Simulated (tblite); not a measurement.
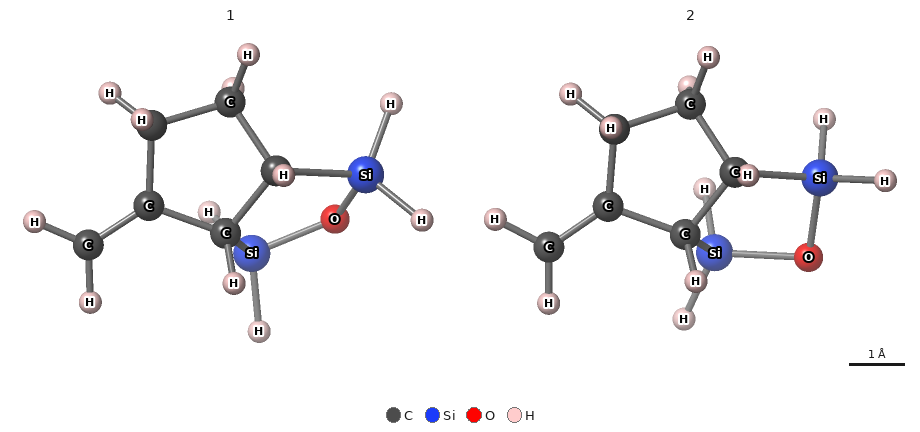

Two geometries of C6H12OSi2, drawn at one scale. One is the start of a relaxation, the other its converged end. The picture is a ball-and-stick view, seen at a tilt.

Theory: tblite 0.8.0, GFN2-xTB geometry optimisation, gas phase. 

Which geometry has the lower energy?

Structure 1 is the relaxed one. The O atom moves most after the best rigid fit: 0.82 Å. Largest moves by element: O 0.82 Å, H 0.81 Å, Si 0.14 Å, C 0.13 Å. Near-neighbour distances that change, for instance: O–Si 1.730 → 1.639 Å, C–Si 1.840 → 1.920 Å, C–Si 1.856 → 1.908 Å, C–C 1.512 → 1.544 Å. Among the angles between lasting bonds that change: Si–O–Si 98.7° → 120.5°, O–Si–H 113.3° → 106.6°, C–C–H 115.9° → 122.0°. Groups turn about O–Si by about 45°, O–Si by about 45°, C–Si by about 30°. The energy falls by 21.3 kcal/mol in 93 geometry steps. Cost: 3 s on 1 thread of Intel(R) Xeon(R) Processor @ 2.50GHz (shared host).
